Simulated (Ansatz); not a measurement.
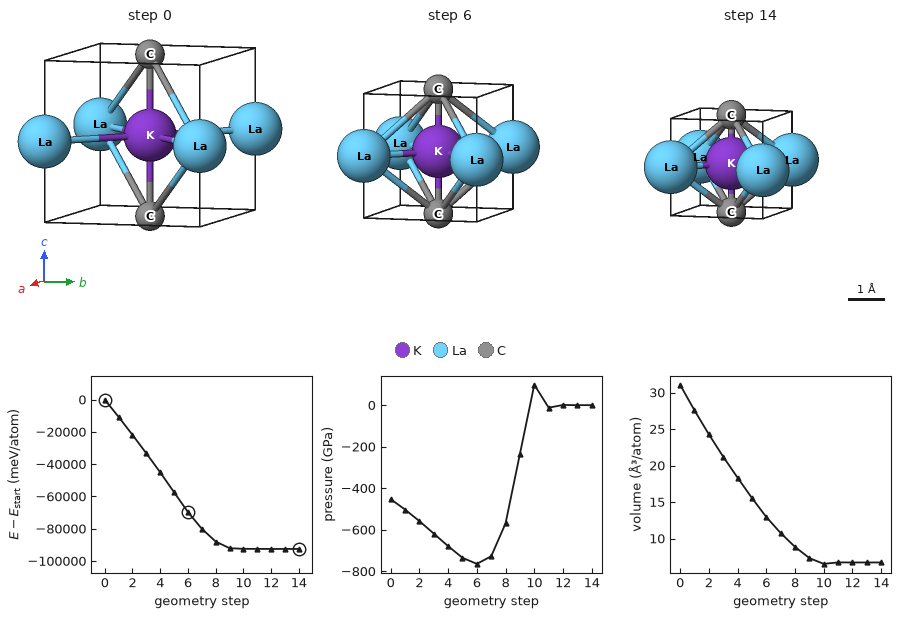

Frames of a relaxation of solid KLaC (a generated structure, set up in Cmmm), marked on the history of the run. Style: ball-and-stick. Shown: the cell of the calculation, slightly off an axis.

Level of theory: Ansatz 0.2.0, DFT PBE, scalar-relativistic, plane waves, PAW; settings changed.

The input:
```yaml
crystal:
  lattice:
    - [3.0185097996, -3.3604534026, 0.0]
    - [3.0185097996, 3.3604534026, 0.0]
    - [0.0, 0.0, 4.5949639158]
  atoms:
    - { symbol: K, position: [0.5, 0.5, 0.5] }
    - { symbol: La, position: [0.0, 0.0, 0.5] }
    - { symbol: C, position: [0.5, 0.5, 0.0] }
basis:
  ecutwfc: "20 eV"
kpoints:
  mp_grid: { grid: [10, 10, 10] }
hamiltonian:
  xc: pbe
scf:
  occupations: { method: gaussian, width: 0.1 }
  max_iter: 50
output:
  forces: true
  eigenvalues: true
  stress: true
relax:
  adjacent_minimum: "off"
  f_tol: 0.01
  max_steps: 80
  cell: { stress_tol: 0.05 }
```

Run as
```bash
ansatz run input.yaml --threads 1 --pin off --max-ram 2048MiB --backend cpu --events-out ev --progress --plain --runs-dir out
```

What happens along the run?

Answer. The relaxation stopped without meeting its thresholds, so the last structure isn't shown to be converged. The input was poor on purpose: a cutoff far too low. The energy falls by 92510 meV per atom in 14 geometry steps. All forces vanish by symmetry, so only the cell relaxes. The pressure goes from −452.29 to 0.00 GPa. No atom moves by more than 0.005 Å relative to the cell. The drawn cell changes as follows: a = b 4.517 → 2.703 Å (−40.2 %), c 4.595 → 2.760 Å (−39.9 %), γ 96.1° → 91.3°; the volume changes by −78.4 %. Some distances before and after: K1–La2 5.693 → 3.370 Å, K1–La2 (another image) 5.498 → 3.346 Å, K1–K1 4.595 → 2.760 Å, La2–La2 4.595 → 2.760 Å. New bonds form: La2–C3 (4.07 → 2.37 Å). The space group stays Cmmm (No. 65). The run took 13 s on 1 thread of Arm Neoverse V2 (shared host), peak memory 0.28 GiB. From step 0 to 6: volume −58.3 %, energy −69653 meV per atom. From step 6 to 14: volume −48.1 %, energy −22857 meV per atom.

```tsv
step	E − E(0), meV/atom	pressure, GPa	volume, Å³/atom
0	0.00	-452.29	31.073
1	-10720.62	-502.41	27.573
2	-21827.17	-558.04	24.291
3	-33295.11	-618.10	21.219
4	-45046.91	-678.60	18.347
5	-57387.30	-734.75	15.563
6	-69652.88	-764.05	12.955
7	-79998.85	-727.31	10.757
8	-87909.20	-568.84	8.857
9	-92041.27	-234.34	7.324
10	-92448.27	98.43	6.529
11	-92466.24	-12.20	6.732
12	-92510.20	0.94	6.720
13	-92510.21	-0.01	6.722
14	-92510.21	0.00	6.722
```

Limits of the set-up: the cutoff lies below the recommended one.
